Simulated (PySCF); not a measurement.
# WOBr3: other functionals and bases at one geometry

How far do other levels of theory move the description of WOBr3, and what does each cost? The structure is generated, not taken from experiment.

Program: PySCF 2.14.0. Level of theory: several levels, as the steps say, no spin–orbit coupling. These are calculated values, not measurements.

2 further runs of the same task are left out: 2 for a known fault of the program. Runs told in other sessions of the task aren't counted.

### Step 1. The starting structure

5 atoms, charge 0, spin multiplicity 2.

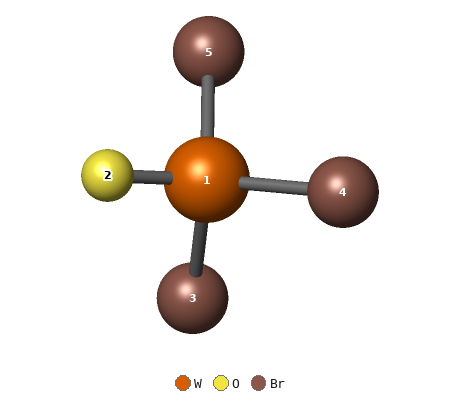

The structure; tungsten orange, oxygen yellow, bromine brown; atoms are numbered from 1 in the order of the file.

As a file:

| atom | x (Å) | y (Å) | z (Å) |
| --- | --- | --- | --- |
| W1 | 0.25847 | 0.00000 | 0.25565 |
| O2 | 1.53731 | 0.00000 | 1.37680 |
| Br3 | 0.66781 | 1.83588 | -1.28861 |
| Br4 | -1.99674 | 0.00000 | 1.15586 |
| Br5 | 0.66781 | -1.83588 | -1.28861 |

Formal oxidation states: W +5. An earlier session relaxed this geometry at PBE, W def2-SVP with ECP60, O def2-SVP, Br def2-SVP (doublet, point group Cs).

At PBE on the finer grid: E = -7862.806172 Eh, HOMO -5.05 eV, LUMO -4.49 eV (over both spins), ⟨S²⟩ = 0.754, Mulliken charge on W1 +0.70 e, largest force component 0.005 eV/Å. 

Levels to run: PBE0; M06-L; wB97X; CAM-B3LYP; PBE, TZVP; PBE, x2c-SVP. Hardware: 4 threads of Arm Neoverse V2, shared host.

### Step 2. PBE0

run.py (the lines that set the calculation)

```python
mol = gto.M(atom='''
W      0.25847     0.00000     0.25565
O      1.53731     0.00000     1.37680
Br     0.66781     1.83588    -1.28861
Br    -1.99674     0.00000     1.15586
Br     0.66781    -1.83588    -1.28861''',
    basis={'W': 'def2-SVP', 'O': 'def2-SVP', 'Br': 'def2-SVP'},
    ecp={'W': 'def2-SVP'},
    charge=0, spin=1)
mf = dft.UKS(mol, xc='PBE0')
mf.grids.atom_grid = (75, 302)
mf = mf.density_fit()  # fitting sets: W def2-universal-JKFIT, O def2-universal-JKFIT, Br def2-universal-JKFIT
mf.conv_tol = 1e-08; mf.max_cycle = 55
mf.kernel(dm0)  # dm0: the density of the relaxed state
```

On the command line:

```bash
$ OMP_NUM_THREADS=4 python run.py
```

Standard output:

```text
init E= -7862.99145306492
  HOMO = -0.230480252759  LUMO = -0.120214765201  gap/eV = 3.00048
cycle= 1 E= -7862.98945800186  delta_E= 0.002  |g|= 0.137  |ddm|= 0.222
  HOMO = -0.269963832245  LUMO = -0.16553121884  gap/eV = 2.84176
cycle= 2 E= -7862.91058185797  delta_E= 0.0789  |g|= 0.452  |ddm|= 0.458
  HOMO = -0.245485743413  LUMO = -0.134941359982  gap/eV = 3.00807
cycle= 3 E= -7862.99627467481  delta_E= -0.0857  |g|= 0.0515  |ddm|= 0.345
  HOMO = -0.243586092056  LUMO = -0.131989867062  gap/eV = 3.03669
cycle= 4 E= -7862.99708522068  delta_E= -0.000811  |g|= 0.0191  |ddm|= 0.0562
  HOMO = -0.245067192092  LUMO = -0.133596480535  gap/eV = 3.03327
cycle= 5 E= -7862.99728561013  delta_E= -0.0002  |g|= 0.00196  |ddm|= 0.0212
  HOMO = -0.244860946606  LUMO = -0.133093251609  gap/eV = 3.04135
cycle= 6 E= -7862.99728852637  delta_E= -2.92e-06  |g|= 0.000619  |ddm|= 0.0034
  HOMO = -0.244960275579  LUMO = -0.133147724187  gap/eV = 3.04257
cycle= 7 E= -7862.99728894962  delta_E= -4.23e-07  |g|= 0.000308  |ddm|= 0.00132
  HOMO = -0.245009413107  LUMO = -0.133146411395  gap/eV = 3.04395
cycle= 8 E= -7862.99728912746  delta_E= -1.78e-07  |g|= 0.000181  |ddm|= 0.000921
  HOMO = -0.245006054507  LUMO = -0.133122478797  gap/eV = 3.04451
cycle= 9 E= -7862.99728919567  delta_E= -6.82e-08  |g|= 8.27e-05  |ddm|= 0.000713
  HOMO = -0.245001427579  LUMO = -0.133111850009  gap/eV = 3.04467
cycle= 10 E= -7862.99728920486  delta_E= -9.19e-09  |g|= 2.29e-05  |ddm|= 0.00024
  HOMO = -0.245000082377  LUMO = -0.133111004644  gap/eV = 3.04466
Extra cycle  E= -7862.99728920506  delta_E= -2.02e-10  |g|= 3.21e-05  |ddm|= 6.28e-05
converged SCF energy = -7862.99728920506  <S^2> = 0.75645219  2S+1 = 2.0064418
```

Wall time 12 s (4 threads of Arm Neoverse V2, shared host).

Result: E = -7862.997289 Eh, HOMO -6.67 eV, LUMO -3.96 eV (over both spins), ⟨S²⟩ = 0.756, Mulliken charge on W1 +0.90 e, largest force component 1.059 eV/Å. 

### Step 3. M06-L

run.py (the lines that set the calculation): that of step 2 with these lines changed.

```diff
@@ -9,3 +9,3 @@
     charge=0, spin=1)
-mf = dft.UKS(mol, xc='PBE0')
+mf = dft.UKS(mol, xc='M06L')
 mf.grids.atom_grid = (75, 302)
```

On the command line:

```bash
$ OMP_NUM_THREADS=4 python run.py
```

Standard output:

```text
init E= -7863.71848419549
  HOMO = -0.187562471492  LUMO = -0.142710500946  gap/eV = 1.22048
cycle= 1 E= -7863.72184193785  delta_E= -0.00336  |g|= 0.163  |ddm|= 0.326
  HOMO = -0.222773824287  LUMO = -0.178343718536  gap/eV = 1.20900
cycle= 2 E= -7863.55655179275  delta_E= 0.165  |g|= 0.66  |ddm|= 0.538
  HOMO = -0.197108510924  LUMO = -0.151187295028  gap/eV = 1.24958
cycle= 3 E= -7863.72738472241  delta_E= -0.171  |g|= 0.0902  |ddm|= 0.476
  HOMO = -0.195798280785  LUMO = -0.14905374027  gap/eV = 1.27198
cycle= 4 E= -7863.7288568192  delta_E= -0.00147  |g|= 0.0449  |ddm|= 0.0978
  HOMO = -0.19906259694  LUMO = -0.152698599462  gap/eV = 1.26163
cycle= 5 E= -7863.72999105828  delta_E= -0.00113  |g|= 0.00916  |ddm|= 0.055
  HOMO = -0.197993841526  LUMO = -0.151421389465  gap/eV = 1.26730
cycle= 6 E= -7863.73003499003  delta_E= -4.39e-05  |g|= 0.000992  |ddm|= 0.00957
  HOMO = -0.198086499289  LUMO = -0.15149168352  gap/eV = 1.26791
cycle= 7 E= -7863.73003548929  delta_E= -4.99e-07  |g|= 0.000471  |ddm|= 0.00187
  HOMO = -0.198131080249  LUMO = -0.151490198963  gap/eV = 1.26916
cycle= 8 E= -7863.73003564885  delta_E= -1.6e-07  |g|= 0.000252  |ddm|= 0.00102
  HOMO = -0.198135172702  LUMO = -0.151470586007  gap/eV = 1.26981
cycle= 9 E= -7863.73003571973  delta_E= -7.09e-08  |g|= 8.18e-05  |ddm|= 0.000616
  HOMO = -0.198138229192  LUMO = -0.151461872323  gap/eV = 1.27013
cycle= 10 E= -7863.73003572799  delta_E= -8.26e-09  |g|= 4.27e-05  |ddm|= 0.000236
  HOMO = -0.198130737031  LUMO = -0.15145373837  gap/eV = 1.27015
Extra cycle  E= -7863.73003572002  delta_E= 7.97e-09  |g|= 0.000144  |ddm|= 0.00014
converged SCF energy = -7863.73003572002  <S^2> = 0.75733931  2S+1 = 2.0073259
```

Wall time 10 s (4 threads of Arm Neoverse V2, shared host).

Read off: E = -7863.730036 Eh, HOMO -5.39 eV, LUMO -4.49 eV (over both spins), ⟨S²⟩ = 0.757, Mulliken charge on W1 +1.08 e, largest force component 0.516 eV/Å. 

### Step 4. wB97X

run.py (the lines that set the calculation): that of step 3 with these lines changed.

```diff
@@ -9,3 +9,3 @@
     charge=0, spin=1)
-mf = dft.UKS(mol, xc='M06L')
+mf = dft.UKS(mol, xc='WB97X')
 mf.grids.atom_grid = (75, 302)
```

On the command line:

```bash
$ OMP_NUM_THREADS=4 python run.py
```

Standard output:

```text
init E= -7864.03056188419
  HOMO = -0.306918736734  LUMO = -0.0408434356415  gap/eV = 7.24028
cycle= 1 E= -7864.03922058165  delta_E= -0.00866  |g|= 0.133  |ddm|= 0.288
  HOMO = -0.352603941785  LUMO = -0.091199459508  gap/eV = 7.11318
cycle= 2 E= -7864.02036837623  delta_E= 0.0189  |g|= 0.255  |ddm|= 0.317
  HOMO = -0.331669017661  LUMO = -0.0626149237925  gap/eV = 7.32133
cycle= 3 E= -7864.04629156403  delta_E= -0.0259  |g|= 0.0348  |ddm|= 0.197
  HOMO = -0.330638375117  LUMO = -0.0599646496399  gap/eV = 7.36541
cycle= 4 E= -7864.04673409997  delta_E= -0.000443  |g|= 0.00928  |ddm|= 0.0286
  HOMO = -0.332930300985  LUMO = -0.0615041333812  gap/eV = 7.38588
cycle= 5 E= -7864.04680241336  delta_E= -6.83e-05  |g|= 0.0023  |ddm|= 0.0201
  HOMO = -0.33276919036  LUMO = -0.0610590067655  gap/eV = 7.39361
cycle= 6 E= -7864.04680824909  delta_E= -5.84e-06  |g|= 0.000713  |ddm|= 0.00424
  HOMO = -0.332933488655  LUMO = -0.0611587676429  gap/eV = 7.39537
cycle= 7 E= -7864.04680993548  delta_E= -1.69e-06  |g|= 0.00027  |ddm|= 0.00349
  HOMO = -0.332901416777  LUMO = -0.0611102817111  gap/eV = 7.39581
cycle= 8 E= -7864.04681021085  delta_E= -2.75e-07  |g|= 0.000127  |ddm|= 0.0014
  HOMO = -0.332901401857  LUMO = -0.0611082513841  gap/eV = 7.39587
cycle= 9 E= -7864.04681029662  delta_E= -8.58e-08  |g|= 6.28e-05  |ddm|= 0.000862
  HOMO = -0.332905012013  LUMO = -0.0611110522639  gap/eV = 7.39589
cycle= 10 E= -7864.04681032055  delta_E= -2.39e-08  |g|= 2.88e-05  |ddm|= 0.000506
  HOMO = -0.332906017801  LUMO = -0.0611096353974  gap/eV = 7.39596
cycle= 11 E= -7864.04681032512  delta_E= -4.57e-09  |g|= 1.28e-05  |ddm|= 0.000238
  HOMO = -0.332904864249  LUMO = -0.0611067971103  gap/eV = 7.39600
Extra cycle  E= -7864.0468103255  delta_E= -3.77e-10  |g|= 1.14e-05  |ddm|= 4.21e-05
converged SCF energy = -7864.0468103255  <S^2> = 0.75563143  2S+1 = 2.0056235
```

It took 18 s on 4 threads of Arm Neoverse V2, shared host.

It gives: E = -7864.046810 Eh, HOMO -9.06 eV, LUMO -1.96 eV (over both spins), ⟨S²⟩ = 0.756, Mulliken charge on W1 +0.96 e, largest force component 1.485 eV/Å. 

### Step 5. CAM-B3LYP

run.py (the lines that set the calculation): that of step 4 with these lines changed.

```diff
@@ -9,3 +9,3 @@
     charge=0, spin=1)
-mf = dft.UKS(mol, xc='WB97X')
+mf = dft.UKS(mol, xc='CAMB3LYP')
 mf.grids.atom_grid = (75, 302)
```

On the command line:

```bash
$ OMP_NUM_THREADS=4 python run.py
```

Standard output:

```text
init E= -7864.25945900399
  HOMO = -0.272030337712  LUMO = -0.0750505378838  gap/eV = 5.36009
cycle= 1 E= -7864.25802947954  delta_E= 0.00143  |g|= 0.157  |ddm|= 0.255
  HOMO = -0.320078351503  LUMO = -0.131462307392  gap/eV = 5.13250
cycle= 2 E= -7864.19888799666  delta_E= 0.0591  |g|= 0.414  |ddm|= 0.443
  HOMO = -0.295091326919  LUMO = -0.0973786733375  gap/eV = 5.38004
cycle= 3 E= -7864.26817453461  delta_E= -0.0693  |g|= 0.0378  |ddm|= 0.299
  HOMO = -0.292697287989  LUMO = -0.0933993977768  gap/eV = 5.42317
cycle= 4 E= -7864.26879106498  delta_E= -0.000617  |g|= 0.00719  |ddm|= 0.0389
  HOMO = -0.294122539721  LUMO = -0.094194610133  gap/eV = 5.44032
cycle= 5 E= -7864.26882666527  delta_E= -3.56e-05  |g|= 0.00168  |ddm|= 0.0125
  HOMO = -0.294051146564  LUMO = -0.0939291766605  gap/eV = 5.44560
cycle= 6 E= -7864.26882875894  delta_E= -2.09e-06  |g|= 0.000604  |ddm|= 0.00283
  HOMO = -0.29419221504  LUMO = -0.0940299113685  gap/eV = 5.44669
cycle= 7 E= -7864.26882938979  delta_E= -6.31e-07  |g|= 0.000188  |ddm|= 0.00204
  HOMO = -0.294199190673  LUMO = -0.0940196288699  gap/eV = 5.44716
cycle= 8 E= -7864.26882949347  delta_E= -1.04e-07  |g|= 0.000111  |ddm|= 0.000772
  HOMO = -0.294186553897  LUMO = -0.0940041939929  gap/eV = 5.44724
cycle= 9 E= -7864.26882952733  delta_E= -3.39e-08  |g|= 5.54e-05  |ddm|= 0.000446
  HOMO = -0.294188108401  LUMO = -0.0940014294228  gap/eV = 5.44736
cycle= 10 E= -7864.26882953738  delta_E= -1e-08  |g|= 2.75e-05  |ddm|= 0.000252
  HOMO = -0.294190728187  LUMO = -0.0940020391716  gap/eV = 5.44741
cycle= 11 E= -7864.26882954027  delta_E= -2.88e-09  |g|= 6.88e-06  |ddm|= 0.000173
  HOMO = -0.294190644197  LUMO = -0.0940009894382  gap/eV = 5.44744
Extra cycle  E= -7864.2688295404  delta_E= -1.35e-10  |g|= 6.3e-06  |ddm|= 2.16e-05
converged SCF energy = -7864.2688295404  <S^2> = 0.75535031  2S+1 = 2.0053432
```

Run time: 18 s. Hardware: 4 threads of Arm Neoverse V2, shared host.

It gives: E = -7864.268830 Eh, HOMO -8.01 eV, LUMO -2.86 eV (over both spins), ⟨S²⟩ = 0.755, Mulliken charge on W1 +0.89 e, largest force component 1.156 eV/Å. 

### Step 6. PBE, TZVP

Basis: W def2-TZVP with ECP60, O def2-TZVP, Br def2-TZVP. 

run.py (the lines that set the calculation)

```python
mol = gto.M(atom='''
W      0.25847     0.00000     0.25565
O      1.53731     0.00000     1.37680
Br     0.66781     1.83588    -1.28861
Br    -1.99674     0.00000     1.15586
Br     0.66781    -1.83588    -1.28861''',
    basis={'W': 'def2-TZVP', 'O': 'def2-TZVP', 'Br': 'def2-TZVP'},
    ecp={'W': 'def2-TZVP'},
    charge=0, spin=1)
mf = dft.UKS(mol, xc='PBE')
mf.grids.atom_grid = (75, 302)
mf = mf.density_fit()  # fitting sets: W def2-universal-JKFIT, O def2-universal-JKFIT, Br def2-universal-JKFIT
mf.conv_tol = 1e-08; mf.max_cycle = 55
mf.kernel(dm0)  # dm0: free metal ions and neutral atoms
```

On the command line:

```bash
$ OMP_NUM_THREADS=4 python run.py
```

Standard output:

```text
init E= -7978.66092720642
  HOMO = -0.151616850383  LUMO = -0.149320038023  gap/eV = 0.06250
cycle= 1 E= -7844.49640714973  delta_E=  134  |g|= 8.15  |ddm|= 5.31
  HOMO = -0.159902496039  LUMO = -0.157917648393  gap/eV = 0.05401
cycle= 2 E= -7751.60256790436  delta_E= 92.9  |g|= 9.52  |ddm|= 12.4
  HOMO = -0.526120136992  LUMO = -0.522856136522  gap/eV = 0.08882
cycle= 3 E= -7825.68399538996  delta_E= -74.1  |g|= 7.18  |ddm|= 13.6
  HOMO = -0.252520930607  LUMO = -0.247007006393  gap/eV = 0.15004
cycle= 4 E= -7850.4170054356  delta_E= -24.7  |g|= 4.41  |ddm|= 6.53
  HOMO = -0.0581807277202  LUMO = -0.0528640884574  gap/eV = 0.14467
cycle= 5 E= -7863.01767446851  delta_E= -12.6  |g|= 1.14  |ddm|= 4.47
  HOMO = -0.272269338698  LUMO = -0.260612440777  gap/eV = 0.31720
cycle= 6 E= -7857.05509419391  delta_E= 5.96  |g|= 3.56  |ddm|= 2.73
  HOMO = -0.210172888955  LUMO = -0.194446667033  gap/eV = 0.42793
cycle= 7 E= -7863.26132217224  delta_E= -6.21  |g|=  1.1  |ddm|=    2
  HOMO = -0.205172918912  LUMO = -0.185517265104  gap/eV = 0.53486
cycle= 8 E= -7863.74673124848  delta_E= -0.485  |g|= 0.44  |ddm|= 0.515
  HOMO = -0.190048045392  LUMO = -0.162126691289  gap/eV = 0.75978
cycle= 9 E= -7863.84464720678  delta_E= -0.0979  |g|= 0.121  |ddm|= 0.343
  HOMO = -0.188858203716  LUMO = -0.159946693265  gap/eV = 0.78672
cycle= 10 E= -7863.8479409015  delta_E= -0.00329  |g|= 0.0916  |ddm|= 0.103
  HOMO = -0.187742036582  LUMO = -0.158095733548  gap/eV = 0.80672
cycle= 11 E= -7863.85101008492  delta_E= -0.00307  |g|= 0.0272  |ddm|= 0.0412
  HOMO = -0.18698015684  LUMO = -0.156549839747  gap/eV = 0.82805
cycle= 12 E= -7863.85122863215  delta_E= -0.000219  |g|= 0.0118  |ddm|= 0.0233
  HOMO = -0.186781536835  LUMO = -0.156640155635  gap/eV = 0.82019
cycle= 13 E= -7863.85129256804  delta_E= -6.39e-05  |g|= 0.00666  |ddm|= 0.016
  HOMO = -0.187258038739  LUMO = -0.156965305447  gap/eV = 0.82431
cycle= 14 E= -7863.85131573617  delta_E= -2.32e-05  |g|= 0.00143  |ddm|= 0.00734
  HOMO = -0.187138016565  LUMO = -0.156888824648  gap/eV = 0.82312
cycle= 15 E= -7863.85131691128  delta_E= -1.18e-06  |g|= 0.000339  |ddm|= 0.0017
  HOMO = -0.18716501754  LUMO = -0.156907773834  gap/eV = 0.82334
cycle= 16 E= -7863.85131697494  delta_E= -6.37e-08  |g|= 7.42e-05  |ddm|= 0.000315
  HOMO = -0.187163808281  LUMO = -0.156902957387  gap/eV = 0.82344
cycle= 17 E= -7863.85131697808  delta_E= -3.15e-09  |g|= 1.89e-05  |ddm|= 7.13e-05
  HOMO = -0.187165074379  LUMO = -0.156903404845  gap/eV = 0.82346
Extra cycle  E= -7863.85131697789  delta_E= 1.91e-10  |g|= 3.23e-05  |ddm|= 4.63e-05
converged SCF energy = -7863.85131697789  <S^2> = 0.75443398  2S+1 = 2.0044291
```

It took 18 s on 4 threads of Arm Neoverse V2, shared host.

Read off: E = -7863.851317 Eh, HOMO -5.09 eV, LUMO -4.56 eV (over both spins), ⟨S²⟩ = 0.754, Mulliken charge on W1 +1.00 e, largest force component 0.156 eV/Å. 

### Step 7. PBE, x2c-SVP

Basis: W x2c-SVPall, O x2c-SVPall, Br x2c-SVPall. All electrons are treated, with the spin-free X2C Hamiltonian.

run.py (the lines that set the calculation)

```python
mol = gto.M(atom='''
W      0.25847     0.00000     0.25565
O      1.53731     0.00000     1.37680
Br     0.66781     1.83588    -1.28861
Br    -1.99674     0.00000     1.15586
Br     0.66781    -1.83588    -1.28861''',
    basis={'W': 'x2c-SVPall', 'O': 'x2c-SVPall', 'Br': 'x2c-SVPall'},
    nucmod='G',
    charge=0, spin=1)
mf = dft.UKS(mol, xc='PBE')
mf.grids.atom_grid = (99, 590)
mf = mf.density_fit()  # fitting sets: W AutoAux, O AutoAux, Br AutoAux
mf = mf.sfx2c1e()
mf.conv_tol = 1e-08; mf.max_cycle = 55
mf.kernel(dm0)  # dm0: free metal ions and neutral atoms
```

On the command line:

```bash
$ OMP_NUM_THREADS=4 python run.py
```

Standard output:

```text
init E= -24156.3362328691
  HOMO = -0.148202411648  LUMO = -0.146227056841  gap/eV = 0.05375
cycle= 1 E= -24016.5188713859  delta_E=  140  |g|= 7.52  |ddm|= 6.97
  HOMO = 0.0594449040739  LUMO = 0.0640839933195  gap/eV = 0.12624
cycle= 2 E= -23680.6479838424  delta_E=  336  |g|= 20.6  |ddm|= 20.8
  HOMO = -0.172554986808  LUMO = -0.170619505513  gap/eV = 0.05267
cycle= 3 E= -24022.5202139036  delta_E= -342  |g|= 5.72  |ddm|= 17.1
  HOMO = -0.100302048557  LUMO = -0.09615520066  gap/eV = 0.11284
cycle= 4 E= -24024.4950334807  delta_E= -1.97  |g|= 4.14  |ddm|= 6.68
  HOMO = -0.245546765436  LUMO = -0.239396382352  gap/eV = 0.16736
cycle= 5 E= -24033.2142892773  delta_E= -8.72  |g|= 2.01  |ddm|= 5.17
  HOMO = -0.20086227571  LUMO = -0.182587966142  gap/eV = 0.49727
cycle= 6 E= -24034.1720356043  delta_E= -0.958  |g|= 0.994  |ddm|= 1.85
  HOMO = -0.193149113196  LUMO = -0.171526428991  gap/eV = 0.58838
cycle= 7 E= -24034.1489492429  delta_E= 0.0231  |g|= 1.09  |ddm|= 1.29
  HOMO = -0.168418399718  LUMO = -0.141865133355  gap/eV = 0.72255
cycle= 8 E= -24034.5355178537  delta_E= -0.387  |g|= 0.369  |ddm|= 0.775
  HOMO = -0.199699797528  LUMO = -0.173352562458  gap/eV = 0.71694
cycle= 9 E= -24034.582266426  delta_E= -0.0467  |g|= 0.186  |ddm|= 0.435
  HOMO = -0.188488610571  LUMO = -0.160424753895  gap/eV = 0.76366
cycle= 10 E= -24034.5986755802  delta_E= -0.0164  |g|= 0.0682  |ddm|= 0.191
  HOMO = -0.187297992458  LUMO = -0.159615660471  gap/eV = 0.75327
cycle= 11 E= -24034.6005035762  delta_E= -0.00183  |g|= 0.0157  |ddm|= 0.045
  HOMO = -0.188403775986  LUMO = -0.160222162819  gap/eV = 0.76686
cycle= 12 E= -24034.6005612862  delta_E= -5.77e-05  |g|= 0.0101  |ddm|= 0.0271
  HOMO = -0.188055316822  LUMO = -0.160074760182  gap/eV = 0.76139
cycle= 13 E= -24034.6006209389  delta_E= -5.97e-05  |g|= 0.00148  |ddm|= 0.0142
  HOMO = -0.188060070052  LUMO = -0.160040396132  gap/eV = 0.76245
cycle= 14 E= -24034.6006217347  delta_E= -7.96e-07  |g|= 0.000196  |ddm|= 0.00152
  HOMO = -0.188067370471  LUMO = -0.160039936324  gap/eV = 0.76267
cycle= 15 E= -24034.6006217567  delta_E= -2.19e-08  |g|= 7.49e-05  |ddm|= 0.000261
  HOMO = -0.188072474867  LUMO = -0.160041587983  gap/eV = 0.76276
cycle= 16 E= -24034.6006217599  delta_E= -3.19e-09  |g|= 1.78e-05  |ddm|= 9.57e-05
  HOMO = -0.18807429139  LUMO = -0.160041035779  gap/eV = 0.76282
Extra cycle  E= -24034.6006217598  delta_E= 6.18e-11  |g|= 2.9e-05  |ddm|= 6e-05
converged SCF energy = -24034.6006217598  <S^2> = 0.75368565  2S+1 = 2.0036823
```

Run time: 35 s. Hardware: 4 threads of Arm Neoverse V2, shared host.

Read off: E = -24034.600622 Eh, HOMO -5.12 eV, LUMO -4.62 eV (over both spins), ⟨S²⟩ = 0.754, Mulliken charge on W1 +0.45 e, largest force component 0.565 eV/Å. 

### Step 8. All levels side by side

| level | state | HOMO (eV) | gap (eV) | charge on W1 (e) | dipole (D) | largest force component (eV/Å) | basis functions | time |
| --- | --- | --- | --- | --- | --- | --- | --- | --- |
| PBE (relaxed here) | doublet | -5.05 | 0.56 | 0.70 | 1.22 | 0.00 | 142 | 17 s |
| PBE0 | doublet | -6.67 | 2.71 | 0.90 | 1.30 | 1.06 | 142 | 12 s |
| M06-L | doublet | -5.39 | 0.90 | 1.08 | 1.26 | 0.52 | 142 | 10 s |
| wB97X | doublet | -9.06 | 7.10 | 0.96 | 1.29 | 1.48 | 142 | 18 s |
| CAM-B3LYP | doublet | -8.01 | 5.15 | 0.89 | 1.32 | 1.16 | 142 | 18 s |
| PBE, TZVP | doublet | -5.09 | 0.54 | 1.00 | 1.27 | 0.16 | 215 | 18 s |
| PBE, x2c-SVP | doublet | -5.12 | 0.50 | 0.45 | 1.31 | 0.57 | 176 | 35 s |

Times are on 4 threads of Arm Neoverse V2, shared host; the first row also made further properties.

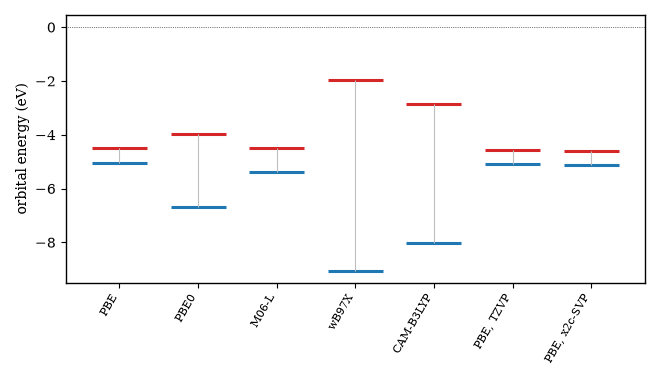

Highest filled and lowest empty level, method by method.

In one basis the HOMO–LUMO gap runs from 0.56 eV (PBE) to 7.10 eV (wB97X). The largest leftover force, 1.48 eV/Å with wB97X, stands at a geometry relaxed at another level. The Mulliken charge on W spans +0.45 to +1.08 e over the levels. Total energies of different levels can't be compared. Spin–orbit coupling is left out throughout.
